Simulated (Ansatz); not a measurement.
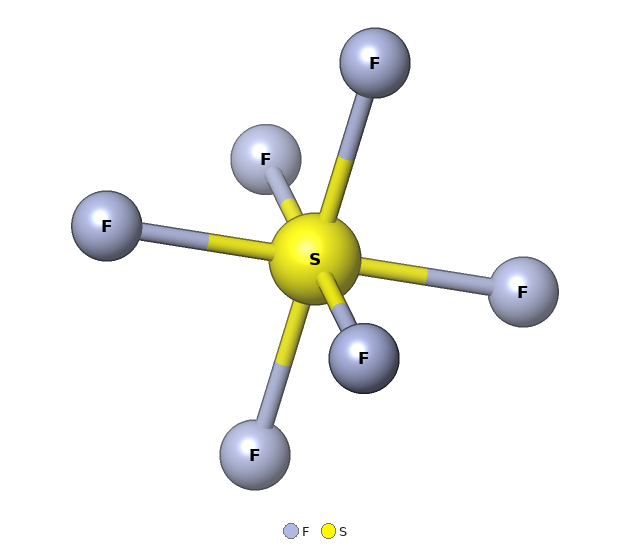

Orthographic view. Distant atoms are faded towards the background colour. Computed geometry: PBE0-D4/def2-TZVP optimisation.

### Give the standard InChI.

InChI=1S/F6S/c1-7(2,3,4,5)6
